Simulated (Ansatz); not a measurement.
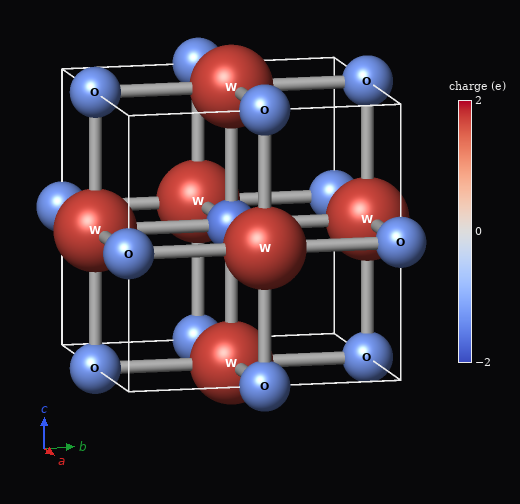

Figure: ball-and-stick view slightly off an axis. One simulation cell is framed, with atoms on its boundary repeated. The atoms of this W$_{3}$O$_{4}$ cell are coloured by their Bader charge.

Method used: DFT PBE, scalar-relativistic, plane waves, PAW (Ansatz 0.2.0). It ran with an energy cutoff of 420 eV, a 10×10×10 sampling of the Brillouin zone, Gaussian smearing of 0.1 eV, no spin polarisation.

Who donates electrons here and who accepts them?

Most positive: W; most negative: O. Charges: about W +1.7 e; O -1.4 to -1.2 e.

The initial geometry was a structure type filled with these elements by a generator (whether the compound takes this form wasn't checked). Earlier steps of the study may have refined or changed the cell and positions. A calculation with Ansatz used it as input.
